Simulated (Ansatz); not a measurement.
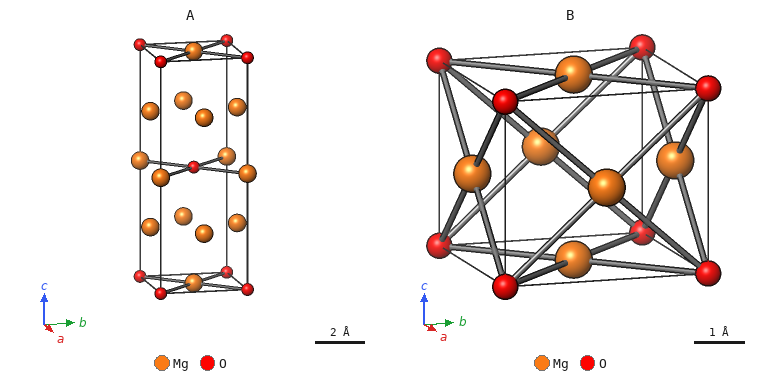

Two structures of Mg3O, each relaxed to rest (conventional cells in solid outline, small ones repeated, not to one scale). Method: DFT PBE, scalar-relativistic, plane waves, PAW (Ansatz 0.2.0), without spin polarisation.

What are the two structures?

A: 8 atoms a cell on a body-centred tetragonal lattice, I4/mmm. B: 4 atoms a cell on a primitive tetragonal lattice, P4/mmm.

Which has the lower energy, and by how much?

A is lower, by 133 meV/atom at this level of theory (energies at zero smearing). Volumes: A 16.8, B 17.5 Å³/atom.

One or both may be structure types tried for this composition rather than known phases.
